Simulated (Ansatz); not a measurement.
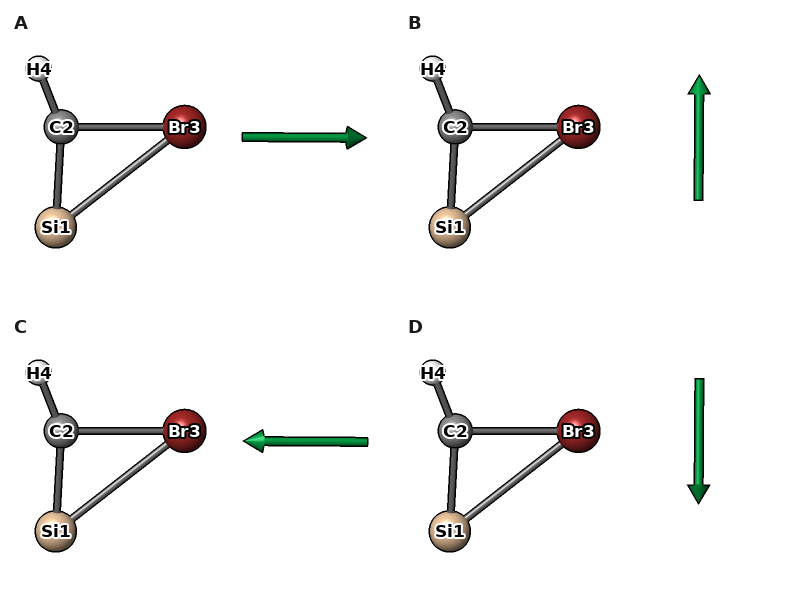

The same molecule four times, each with an arrow. The computed structure is the end point of a PBE0-D4/def2-TZVP optimisation. No frequency run is at hand to confirm it as a minimum. Properties computed with RKS PBE0-D4/def2-TZVP (Ansatz 0.2.0).

Which arrow points along the dipole moment, from the negative to the positive end?

Answer. C. The dipole moment is 0.73 D; it points from the side of Br3 to the side of H4 (the outermost atoms at the two ends).
